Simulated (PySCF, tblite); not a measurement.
# C₂H₁₀N₂OSi₂: a rotation path, then NMR shifts on frames

How do NMR shifts of C₂H₁₀N₂OSi₂ (`[SiH3]O[SiH]1NCCN1`) change as the atoms move?

The runs use tblite 0.8.0 and PySCF 2.14.0, with density-fitted response routines of our own; the level of theory stands in each step. All values are computed, except where a source is named. Atoms are numbered from 0 throughout.

### Step 1. The starting structure

17 atoms, charge 0, multiplicity 1; geometry from: GFN2-xTB.

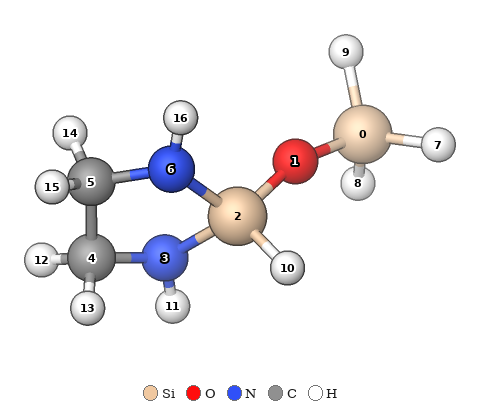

As it starts; silicon light orange, oxygen red, nitrogen blue, carbon grey, hydrogen white, atoms numbered; sticks join atoms by distance.

### Step 2. The rotation path with GFN2-xTB

The job: settings as JSON, then the geometry in Å.

```
{"job": {"kind": "neb", "xc": "GFN2-xTB", "basis": "xTB", "atoms": [3, 2, 1, 0], "turn": 120}, "charge": 0, "multiplicity": 1}
Si     3.172350     0.661996    -0.484125
O      1.673346     0.479966     0.083399
Si     0.339144    -0.195780     0.698468
N     -0.479275    -1.166211    -0.459091
C     -1.908219    -0.987239    -0.321478
C     -2.115127     0.480141     0.054013
N     -1.014268     0.830923     0.924477
H      4.068071     0.703091     0.672577
H      3.494516    -0.469902    -1.353031
H      3.156235     1.928736    -1.212411
H      0.720299    -0.804584     1.971017
H     -0.210645    -2.108457    -0.687744
H     -2.417347    -1.230568    -1.258553
H     -2.317607    -1.627527     0.472074
H     -2.121592     1.097290    -0.854391
H     -3.071638     0.617067     0.570104
H     -0.975240     1.803089     1.174786
```

Method: GFN2-xTB climbing-image nudged elastic band, gas phase.

Run with:

```
OMP_NUM_THREADS=1 python probes_run.py task.json out
```

The driver reads the jobs from task.json and runs them one after another.

Log:

```text
image   E - E0 / eV
  0      -0.0000
  1       0.0019
  2       0.0011
  3      -0.0011
  4      -0.0041
  5      -0.0071
  6      -0.0092
  7      -0.0101
  8      -0.0147
```

Run time: 3 s. Hardware: 1 thread of Intel Xeon Platinum 8488C, shared host; peak memory 0.18 GiB.

The final band, with the dihedral N3–Si2–O1–Si0:

```csv
image,dihedral (°),energy (eV),energy (kcal/mol)
0,-74,0.000,0.0
1,-63,0.002,0.0
2,-48,0.001,0.0
3,-32,-0.001,0.0
4,-16,-0.004,-0.1
5,0,-0.007,-0.2
6,16,-0.009,-0.2
7,30,-0.010,-0.2
8,48,-0.015,-0.3
```

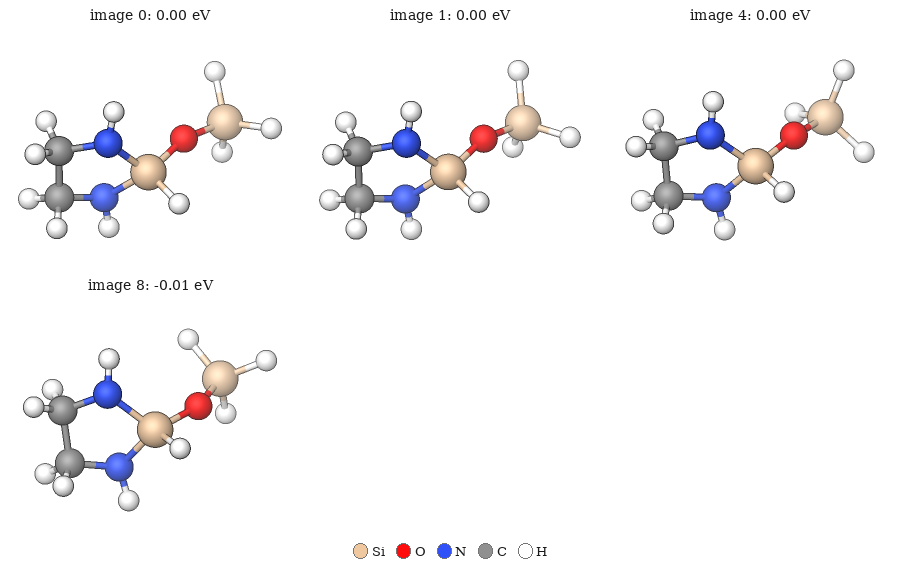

Images along the band.

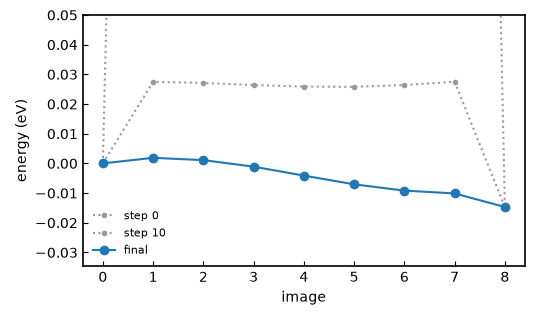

Energy along the band, early and final.

### Step 3. Shielding tensors: image 0, PBE0/pcSseg-1

The job: settings as JSON, then the geometry in Å.

```
{"job": {"kind": "nmr", "xc": "PBE0", "basis": "pcSseg-1", "pop": false}, "charge": 0, "multiplicity": 1}
Si     3.172300     0.662000    -0.484100
O      1.673300     0.480000     0.083400
Si     0.339100    -0.195800     0.698500
N     -0.479300    -1.166200    -0.459100
C     -1.908200    -0.987200    -0.321500
C     -2.115100     0.480100     0.054000
N     -1.014300     0.830900     0.924500
H      4.068100     0.703100     0.672600
H      3.494500    -0.469900    -1.353000
H      3.156200     1.928700    -1.212400
H      0.720300    -0.804600     1.971000
H     -0.210600    -2.108500    -0.687700
H     -2.417300    -1.230600    -1.258600
H     -2.317600    -1.627500     0.472100
H     -2.121600     1.097300    -0.854400
H     -3.071600     0.617100     0.570100
H     -0.975200     1.803100     1.174800
```

With the program's defaults for keys left out, this is: GIAO PBE0/pcSseg-1 NMR shielding, non-relativistic, gas phase.

Log:

```text
coarse grid: 14832 points
cycle   1  E = -845.2769865453  dE =  9.663e-01  |g| = 8.571e-01  |ddm| = 3.779e+00
cycle   2  E = -845.0843648489  dE =  1.926e-01  |g| = 1.315e+00  |ddm| = 1.660e+00
cycle   3  E = -845.4102638846  dE = -3.259e-01  |g| = 1.117e-01  |ddm| = 1.141e+00
cycle   4  E = -845.4119246285  dE = -1.661e-03  |g| = 6.309e-02  |ddm| = 1.224e-01
cycle   5  E = -845.4127167031  dE = -7.921e-04  |g| = 8.720e-03  |ddm| = 5.254e-02
cycle   6  E = -845.4127306734  dE = -1.397e-05  |g| = 2.076e-03  |ddm| = 9.327e-03
cycle   7  E = -845.4127315544  dE = -8.810e-07  |g| = 6.354e-04  |ddm| = 2.047e-03
final grid: 133184 points
cycle   8  E = -845.4588924451  dE = -2.039e-05  |g| = 1.044e-02  |ddm| = 2.149e-02
cycle   9  E = -845.4588666233  dE =  2.582e-05  |g| = 1.556e-02  |ddm| = 1.877e-02
cycle  10  E = -845.4589146100  dE = -4.799e-05  |g| = 1.166e-03  |ddm| = 1.128e-02
cycle  11  E = -845.4589148770  dE = -2.670e-07  |g| = 2.546e-04  |ddm| = 9.735e-04
cycle  12  E = -845.4589148897  dE = -1.267e-08  |g| = 5.074e-05  |ddm| = 2.361e-04
cycle  13  E = -845.4589148900  dE = -3.238e-10  |g| = 2.774e-05  |ddm| = 4.932e-05
converged SCF energy = -845.4589148900

GIAO shielding tensors (ppm)
atom      isotropic    diamagn.    paramagn.     s11        s22        s33       span
  0 Si     397.504     879.904    -482.400    362.030    365.746    464.737    102.706
  1 O      284.784     399.418    -114.633    229.108    300.331    324.914     95.805
  2 Si     391.320     881.869    -490.549    367.381    398.498    408.081     40.700
  3 N      226.041     323.746     -97.705    196.746    221.709    259.669     62.923
  4 C      141.016     243.181    -102.166    122.429    136.892    163.725     41.296
  5 C      141.029     242.546    -101.517    126.581    134.855    161.651     35.070
  6 N      228.945     326.021     -97.075    197.435    218.076    271.326     73.891
  7 H       26.491      28.353      -1.863     22.928     24.805     31.739      8.811
  8 H       26.571      29.341      -2.769     22.866     25.353     31.495      8.629
  9 H       26.575      29.128      -2.554     22.826     24.996     31.902      9.075
 10 H       26.685      30.519      -3.834     22.301     24.967     32.787     10.486
 11 H       31.110      33.342      -2.232     22.970     28.502     41.857     18.888
 12 H       28.399      28.192       0.208     23.774     26.279     35.146     11.372
 13 H       28.364      28.596      -0.231     22.935     26.158     36.001     13.066
 14 H       28.167      29.849      -1.681     23.058     25.973     35.471     12.413
 15 H       28.515      27.507       1.008     23.779     26.304     35.463     11.685
 16 H       31.274      33.545      -2.271     22.987     28.315     42.522     19.535
```

Wall time 46 s (1 thread of Intel Xeon Platinum 8488C, shared host); peak memory 0.99 GiB.

The references, computed at this level on geometries of the same kind, shield at (ppm): 1H TMS 31.72, 13C TMS 186.9, 29Si TMS 349.2, 15N NH3 267.7, 17O H2O 336.1. Their shielding less the atom's gives the shift. The references are single molecules in the gas phase, so shifts against H2O, NH3, PH3, H3PO4 or CFCl3 are not on the usual liquid scales and can be off by tens of ppm. Each atom is listed at this fixed geometry, with no averaging over motion; a spectrum would average atoms that exchange fast.

```csv
atoms,environment,σ (ppm),δ (ppm)
C4,sp3 CH2 bonded to N,141.0,45.9
C5,sp3 CH2 bonded to N,141.0,45.9
H7,hydrogen on a silicon bonded to O,26.49,5.23
H8,hydrogen on a silicon bonded to O,26.57,5.15
H9,hydrogen on a silicon bonded to O,26.57,5.14
H10,"hydrogen on a silicon bonded to 2 N, O, in a 5-membered ring",26.68,5.03
H14,hydrogen on an sp3 CH2 bonded to N,28.17,3.55
H13,hydrogen on an sp3 CH2 bonded to N,28.36,3.35
H12,hydrogen on an sp3 CH2 bonded to N,28.40,3.32
H15,hydrogen on an sp3 CH2 bonded to N,28.52,3.20
H11,"hydrogen on a nitrogen bonded to C, Si, in a 5-membered ring",31.11,0.61
H16,"hydrogen on a nitrogen bonded to C, Si, in a 5-membered ring",31.27,0.44
Si2,"silicon bonded to 2 N, O, H, in a 5-membered ring",391.3,-42.2
Si0,"silicon bonded to O, 3 H",397.5,-48.3
O1,oxygen bonded to 2 Si,284.8,51.3
N3,"nitrogen bonded to C, Si, H, in a 5-membered ring",226.0,41.7
N6,"nitrogen bonded to C, Si, H, in a 5-membered ring",228.9,38.8
```

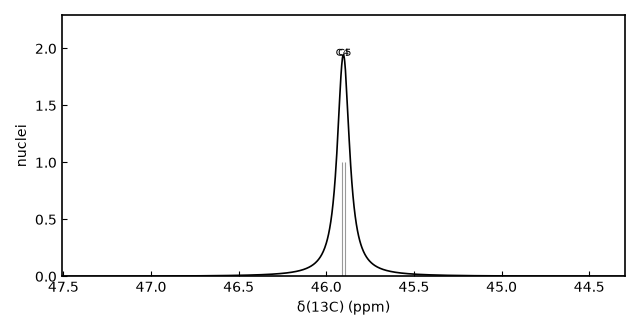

13C lines at the computed shifts, without couplings. Lines are broadened to a width of 0.08 ppm (Lorentzian).

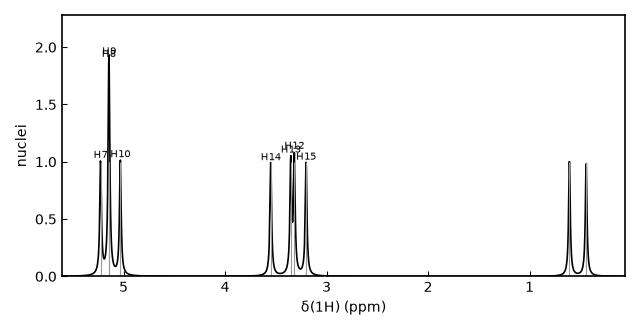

1H lines at the computed shifts, without couplings. Lines are broadened to a width of 0.02 ppm (Lorentzian).

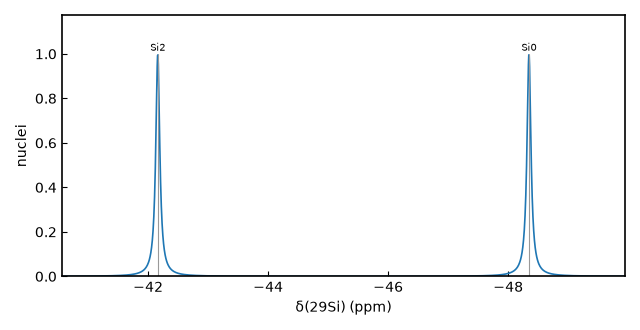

29Si lines at the computed shifts, without couplings. Lines are broadened to a width of 0.08 ppm (Lorentzian).

Ring of atoms Si2, N3, C4, C5, N6: NICS(0) -7.7, NICS(1) -3.0, NICS(1)zz -2.9 ppm (means of both faces).

### Step 4. Nuclear shieldings: image 1, PBE0/pcSseg-1

The job: settings as JSON, then the geometry in Å.

```
{"job": {"kind": "nmr", "xc": "PBE0", "basis": "pcSseg-1", "pop": false}, "charge": 0, "multiplicity": 1}
Si     3.149200     0.650100    -0.510200
O      1.672300     0.507100     0.126400
Si     0.334200    -0.159400     0.746900
N     -0.443900    -1.176800    -0.399200
C     -1.878600    -1.000900    -0.322300
C     -2.110600     0.470700     0.023300
N     -1.041000     0.850200     0.921500
H      4.102200     0.433900     0.580500
H      3.326300    -0.349800    -1.565100
H      3.203900     2.015100    -1.032800
H      0.698600    -0.716100     2.047300
H     -0.162200    -2.127000    -0.572100
H     -2.349500    -1.260500    -1.276100
H     -2.312100    -1.631200     0.465000
H     -2.089400     1.069700    -0.895900
H     -3.086500     0.608100     0.504100
H     -1.019800     1.828800     1.148900
```

Method: GIAO PBE0/pcSseg-1 NMR shielding, non-relativistic, gas phase.

Log:

```text
coarse grid: 14832 points
cycle   1  E = -845.2769998450  dE =  9.573e-01  |g| = 8.569e-01  |ddm| = 3.779e+00
cycle   2  E = -845.0833721907  dE =  1.936e-01  |g| = 1.317e+00  |ddm| = 1.663e+00
cycle   3  E = -845.4102094832  dE = -3.268e-01  |g| = 1.131e-01  |ddm| = 1.146e+00
cycle   4  E = -845.4119229634  dE = -1.713e-03  |g| = 6.345e-02  |ddm| = 1.238e-01
cycle   5  E = -845.4127245065  dE = -8.015e-04  |g| = 8.745e-03  |ddm| = 5.262e-02
cycle   6  E = -845.4127385305  dE = -1.402e-05  |g| = 2.092e-03  |ddm| = 9.316e-03
cycle   7  E = -845.4127394276  dE = -8.971e-07  |g| = 6.369e-04  |ddm| = 2.061e-03
final grid: 133184 points
cycle   8  E = -845.4590515619  dE = -2.015e-05  |g| = 1.056e-02  |ddm| = 2.086e-02
cycle   9  E = -845.4590249109  dE =  2.665e-05  |g| = 1.578e-02  |ddm| = 1.899e-02
cycle  10  E = -845.4590742435  dE = -4.933e-05  |g| = 1.185e-03  |ddm| = 1.144e-02
cycle  11  E = -845.4590745206  dE = -2.770e-07  |g| = 2.505e-04  |ddm| = 9.897e-04
cycle  12  E = -845.4590745328  dE = -1.221e-08  |g| = 5.194e-05  |ddm| = 2.308e-04
cycle  13  E = -845.4590745331  dE = -3.481e-10  |g| = 2.784e-05  |ddm| = 4.987e-05
converged SCF energy = -845.4590745331

GIAO shielding tensors (ppm)
atom      isotropic    diamagn.    paramagn.     s11        s22        s33       span
  0 Si     397.653     879.861    -482.208    361.218    367.019    464.723    103.505
  1 O      282.991     399.795    -116.804    227.190    299.466    322.317     95.127
  2 Si     390.670     881.843    -491.173    367.261    397.158    407.592     40.330
  3 N      226.038     323.792     -97.754    196.379    222.295    259.440     63.060
  4 C      140.857     243.028    -102.171    121.952    136.794    163.826     41.874
  5 C      140.893     242.928    -102.035    125.685    134.925    162.070     36.384
  6 N      228.360     325.974     -97.614    197.746    216.770    270.563     72.816
  7 H       26.469      28.328      -1.859     22.886     24.785     31.736      8.849
  8 H       26.535      29.467      -2.933     22.834     25.399     31.371      8.537
  9 H       26.567      29.017      -2.449     22.821     24.954     31.928      9.107
 10 H       26.672      30.457      -3.785     22.281     24.931     32.804     10.523
 11 H       31.135      33.387      -2.252     22.992     28.561     41.853     18.861
 12 H       28.367      28.226       0.141     23.726     26.264     35.111     11.385
 13 H       28.365      28.590      -0.225     22.890     26.183     36.021     13.131
 14 H       28.162      30.040      -1.878     23.063     25.984     35.439     12.377
 15 H       28.474      27.540       0.934     23.749     26.259     35.414     11.665
 16 H       31.239      33.475      -2.237     23.007     28.253     42.455     19.447
```

Run time: 43 s. Hardware: 1 thread of Intel Xeon Platinum 8488C, shared host; peak memory 0.9 GiB.

This run: δ C4 46.1, C5 46.0, Si2 -41.5, Si0 -48.5, H7 5.25, H8 5.18 ppm.

### Step 5. Shielding tensors: image 4, PBE0/pcSseg-1

The job: settings as JSON, then the geometry in Å.

```
{"job": {"kind": "nmr", "xc": "PBE0", "basis": "pcSseg-1", "pop": false}, "charge": 0, "multiplicity": 1}
Si     3.058500     0.666200    -0.557400
O      1.714400     0.499700     0.321600
Si     0.317700    -0.100100     0.877200
N     -0.371200    -1.241900    -0.207500
C     -1.806300    -1.062500    -0.271100
C     -2.055900     0.437700    -0.111700
N     -1.063600     0.915300     0.827300
H      4.023900    -0.303700    -0.039900
H      2.766900     0.425900    -1.970500
H      3.486600     2.044100    -0.322100
H      0.583200    -0.504300     2.253700
H     -0.083300    -2.204900    -0.247800
H     -2.197300    -1.427800    -1.226300
H     -2.308900    -1.602400     0.541600
H     -1.950600     0.931300    -1.086100
H     -3.068400     0.626300     0.264300
H     -1.052700     1.913100     0.944800
```

Level: GIAO PBE0/pcSseg-1 NMR shielding, non-relativistic, gas phase.

Log:

```text
coarse grid: 14832 points
cycle   1  E = -845.2788903548  dE =  9.577e-01  |g| = 8.547e-01  |ddm| = 3.782e+00
cycle   2  E = -845.0916876324  dE =  1.872e-01  |g| = 1.304e+00  |ddm| = 1.632e+00
cycle   3  E = -845.4112162224  dE = -3.195e-01  |g| = 1.123e-01  |ddm| = 1.116e+00
cycle   4  E = -845.4129026271  dE = -1.686e-03  |g| = 6.277e-02  |ddm| = 1.233e-01
cycle   5  E = -845.4136880397  dE = -7.854e-04  |g| = 8.653e-03  |ddm| = 5.236e-02
cycle   6  E = -845.4137016552  dE = -1.362e-05  |g| = 2.107e-03  |ddm| = 9.222e-03
cycle   7  E = -845.4137025696  dE = -9.143e-07  |g| = 6.289e-04  |ddm| = 2.062e-03
final grid: 133184 points
cycle   8  E = -845.4596555038  dE = -2.063e-05  |g| = 1.048e-02  |ddm| = 2.083e-02
cycle   9  E = -845.4596291065  dE =  2.640e-05  |g| = 1.567e-02  |ddm| = 1.902e-02
cycle  10  E = -845.4596780006  dE = -4.889e-05  |g| = 1.190e-03  |ddm| = 1.147e-02
cycle  11  E = -845.4596782811  dE = -2.805e-07  |g| = 2.372e-04  |ddm| = 9.757e-04
cycle  12  E = -845.4596782920  dE = -1.089e-08  |g| = 5.127e-05  |ddm| = 2.195e-04
cycle  13  E = -845.4596782923  dE = -3.402e-10  |g| = 2.767e-05  |ddm| = 5.211e-05
converged SCF energy = -845.4596782923

GIAO shielding tensors (ppm)
atom      isotropic    diamagn.    paramagn.     s11        s22        s33       span
  0 Si     397.664     879.833    -482.169    361.283    366.480    465.230    103.947
  1 O      285.519     399.969    -114.451    245.288    297.513    313.755     68.467
  2 Si     390.353     881.686    -491.333    369.438    395.803    405.817     36.379
  3 N      226.418     323.743     -97.325    195.781    223.515    259.958     64.176
  4 C      140.879     243.066    -102.187    121.958    136.813    163.865     41.907
  5 C      140.948     243.322    -102.374    125.609    135.238    161.995     36.386
  6 N      227.858     326.112     -98.254    197.982    215.775    269.816     71.834
  7 H       26.568      28.625      -2.057     22.947     24.903     31.854      8.907
  8 H       26.479      29.904      -3.425     22.821     25.391     31.224      8.403
  9 H       26.622      28.699      -2.078     22.968     24.893     32.003      9.035
 10 H       26.724      30.178      -3.455     22.303     24.897     32.972     10.669
 11 H       31.160      33.280      -2.120     23.075     28.486     41.919     18.844
 12 H       28.373      28.411      -0.038     23.744     26.268     35.106     11.363
 13 H       28.372      28.574      -0.202     22.903     26.177     36.038     13.135
 14 H       28.162      30.390      -2.228     23.116     25.979     35.391     12.275
 15 H       28.468      27.682       0.786     23.736     26.252     35.416     11.680
 16 H       31.229      33.560      -2.331     23.082     28.218     42.388     19.305
```

Run time: 31 s. Hardware: 1 thread of Intel Xeon Platinum 8488C, shared host; peak memory 0.89 GiB.

In short: δ C4 46.0, C5 46.0, Si2 -41.2, Si0 -48.5, H8 5.24, H7 5.15 ppm.

### Step 6. Nuclear shieldings: image 8, PBE0/pcSseg-1

The job: settings as JSON, then the geometry in Å.

```
{"job": {"kind": "nmr", "xc": "PBE0", "basis": "pcSseg-1", "pop": false}, "charge": 0, "multiplicity": 1}
Si     2.946500     0.745500    -0.550600
O      1.812000     0.349000     0.529900
Si     0.309900    -0.068300     0.968800
N     -0.337800    -1.346300     0.020000
C     -1.758600    -1.146800    -0.167000
C     -1.962600     0.364200    -0.293400
N     -0.990500     0.978300     0.583300
H      3.423900    -0.480000    -1.189900
H      2.392700     1.667200    -1.544400
H      3.975200     1.388800     0.263800
H      0.434100    -0.237100     2.413100
H     -0.078100    -2.311400     0.136200
H     -2.103300    -1.665800    -1.066000
H     -2.332300    -1.522500     0.691400
H     -1.812900     0.674200    -1.336400
H     -2.979400     0.642800     0.004700
H     -0.945800     1.980100     0.526600
```

Level: GIAO PBE0/pcSseg-1 NMR shielding, non-relativistic, gas phase.

Log:

```text
coarse grid: 14832 points
cycle   1  E = -845.2794784320  dE =  9.606e-01  |g| = 8.518e-01  |ddm| = 3.784e+00
cycle   2  E = -845.0961990039  dE =  1.833e-01  |g| = 1.295e+00  |ddm| = 1.602e+00
cycle   3  E = -845.4109289970  dE = -3.147e-01  |g| = 1.125e-01  |ddm| = 1.086e+00
cycle   4  E = -845.4126227955  dE = -1.694e-03  |g| = 6.268e-02  |ddm| = 1.231e-01
cycle   5  E = -845.4134082992  dE = -7.855e-04  |g| = 8.465e-03  |ddm| = 5.246e-02
cycle   6  E = -845.4134211848  dE = -1.289e-05  |g| = 2.138e-03  |ddm| = 9.063e-03
cycle   7  E = -845.4134221333  dE = -9.485e-07  |g| = 6.197e-04  |ddm| = 2.066e-03
final grid: 133184 points
cycle   8  E = -845.4597292013  dE = -2.067e-05  |g| = 1.049e-02  |ddm| = 2.098e-02
cycle   9  E = -845.4597019799  dE =  2.722e-05  |g| = 1.582e-02  |ddm| = 1.902e-02
cycle  10  E = -845.4597515339  dE = -4.955e-05  |g| = 1.177e-03  |ddm| = 1.153e-02
cycle  11  E = -845.4597518078  dE = -2.739e-07  |g| = 2.418e-04  |ddm| = 9.588e-04
cycle  12  E = -845.4597518193  dE = -1.155e-08  |g| = 4.996e-05  |ddm| = 2.249e-04
cycle  13  E = -845.4597518196  dE = -3.142e-10  |g| = 2.744e-05  |ddm| = 5.146e-05
converged SCF energy = -845.4597518196

GIAO shielding tensors (ppm)
atom      isotropic    diamagn.    paramagn.     s11        s22        s33       span
  0 Si     396.886     879.719    -482.833    359.812    366.111    464.736    104.924
  1 O      287.065     400.305    -113.240    269.453    286.390    305.351     35.898
  2 Si     390.562     881.490    -490.928    371.517    393.144    407.025     35.508
  3 N      225.895     323.617     -97.722    197.765    219.369    260.552     62.787
  4 C      141.637     243.553    -101.916    123.136    137.163    164.612     41.475
  5 C      141.123     242.904    -101.781    126.356    134.761    162.252     35.896
  6 N      230.673     326.595     -95.923    197.355    221.819    272.844     75.489
  7 H       26.586      29.395      -2.809     22.929     25.178     31.651      8.722
  8 H       26.542      30.158      -3.616     22.842     25.467     31.317      8.475
  9 H       26.631      28.220      -1.589     22.929     24.798     32.166      9.237
 10 H       26.805      29.979      -3.174     22.297     24.951     33.167     10.870
 11 H       31.068      32.946      -1.878     23.028     28.281     41.894     18.866
 12 H       28.379      28.569      -0.190     23.860     26.203     35.075     11.214
 13 H       28.353      28.601      -0.248     22.907     26.151     36.000     13.093
 14 H       28.148      30.424      -2.276     23.011     26.034     35.400     12.390
 15 H       28.469      27.787       0.682     23.758     26.246     35.402     11.643
 16 H       31.257      33.956      -2.698     23.063     28.239     42.470     19.407
```

It took 23 s on 1 thread of Intel Xeon Platinum 8488C, shared host; peak memory 0.9 GiB.

Key values: δ C5 45.8, C4 45.3, Si2 -41.4, Si0 -47.7, H8 5.17, H7 5.13 ppm.

### Step 7. Comparing the runs: NMR shifts

Shifts (ppm) of some atoms, chosen among heavy atoms and hydrogens apart, with basis size and wall time:

```csv
frame,C4,H7,H10,Si2,Si0,O1,N6,functions,time
image 0,45.9,5.23,5.03,-42.2,-48.3,51.3,38.8,183,46 s
image 1,46.1,5.25,5.04,-41.5,-48.5,53.1,39.4,183,43 s
image 4,46.0,5.15,4.99,-41.2,-48.5,50.6,39.9,183,31 s
image 8,45.3,5.13,4.91,-41.4,-47.7,49.0,37.1,183,23 s
```

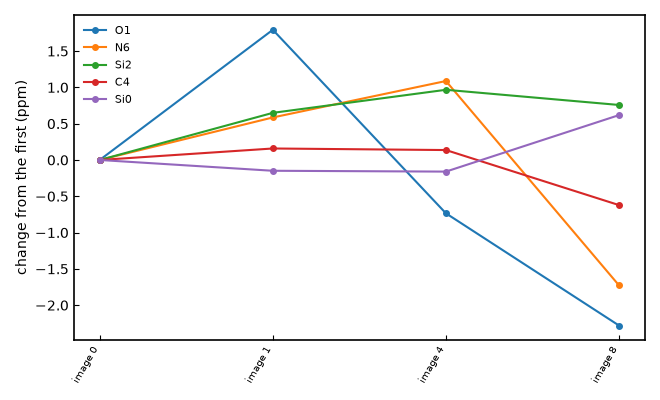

How five of the tabulated atoms move from run to run.

### Step 8. What came out

```
                                        quantity                                                           value
                                         barrier                              0.002 eV (0.0 kcal/mol) at image 1
                           end to end (GFN2-xTB)                                                       -0.015 eV
 13C shifts against TMS (PBE0/pcSseg-1, image 0)                                                  45.9, 45.9 ppm
  1H shifts against TMS (PBE0/pcSseg-1, image 0)  5.23, 5.15, 5.14, 5.03, 3.55, 3.35, 3.32, 3.20, 0.61, 0.44 ppm
29Si shifts against TMS (PBE0/pcSseg-1, image 0)                                                -42.2, -48.3 ppm
 17O shifts against H2O (PBE0/pcSseg-1, image 0)                                                        51.3 ppm
 15N shifts against NH3 (PBE0/pcSseg-1, image 0)                                                  41.7, 38.8 ppm
                        range of the shift of O1                                                49.0 to 53.1 ppm
```

What this shows: Along the band the dihedral turns by 122°, and the top (dihedral -63°) lies 0.0 kcal/mol above the start (GFN2-xTB, rough), so at room temperature this motion is fast. Ends this close can change order at a higher level. The top was not checked by a frequency run. Shifts at one fixed geometry are not the observed spectrum, which averages over the motion. In the first frame run (image 0): The largest span, 103 ppm, is at Si0, where the paramagnetic term is -482 ppm. In ppm, O1 moves most: its shift spreads over 4.1 ppm, from 49.0 (image 8) to 53.1 (image 1).
